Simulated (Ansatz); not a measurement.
```cif
data_structure
_symmetry_space_group_name_H-M 'P 1'
_symmetry_Int_Tables_number 1
_cell_length_a 5.5164
_cell_length_b 5.5164
_cell_length_c 5.5164
_cell_angle_alpha 90.000
_cell_angle_beta 90.000
_cell_angle_gamma 90.000
_cell_volume 167.87
loop_
_atom_site_label
_atom_site_type_symbol
_atom_site_fract_x
_atom_site_fract_y
_atom_site_fract_z
_atom_site_occupancy
Mo1 Mo 0.00000 0.00000 0.00000 1
Mo2 Mo 0.50000 0.50000 0.00000 1
Mo3 Mo 0.50000 0.00000 0.50000 1
Mo4 Mo 0.00000 0.50000 0.50000 1
Se1 Se 0.50000 0.00000 0.00000 1
Se2 Se 0.00000 0.50000 0.00000 1
Se3 Se 0.00000 0.00000 0.50000 1
Se4 Se 0.50000 0.50000 0.50000 1
```

Space group Fm-3m; started from the rock salt prototype, which need not be the ambient phase; computed pressure about −16 GPa in this cell; computed without spin polarisation.

The calculation used DFT PBE, scalar-relativistic, plane waves, PAW (Ansatz).

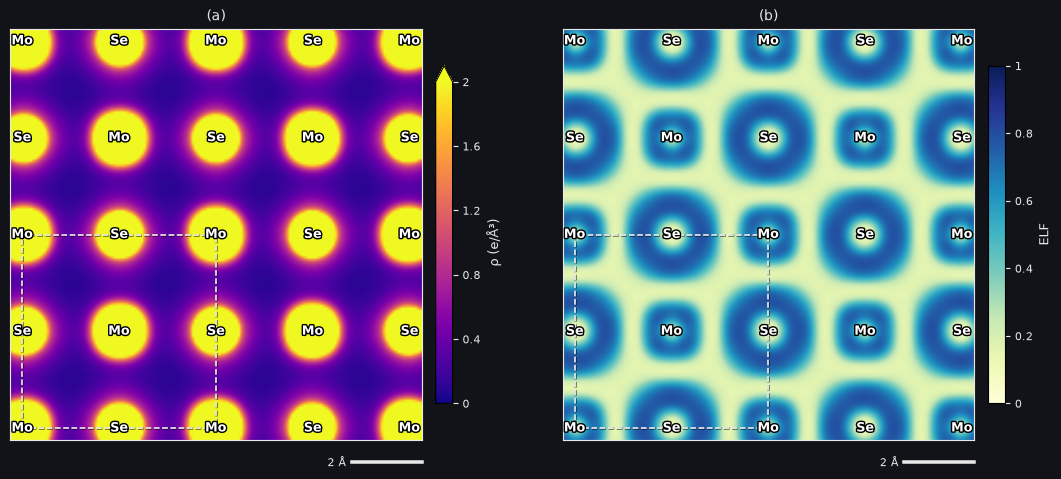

MoSe. (a) valence charge density (pseudo); (b) ELF on the (001) plane of the conventional cell.

> Read the bonding off the picture.

The plane passes through Mo and Se nuclei. Mo–Se (2.76 Å): ρ is about 0.32 e/Å³ halfway; the ELF is about 0.35 at the midpoint. Between the atoms the lowest density in this plane is 0.1 e/Å³. The features right at Mo lie inside the PAW spheres, where the map follows smoothed inner orbitals and isn't to be read closely.
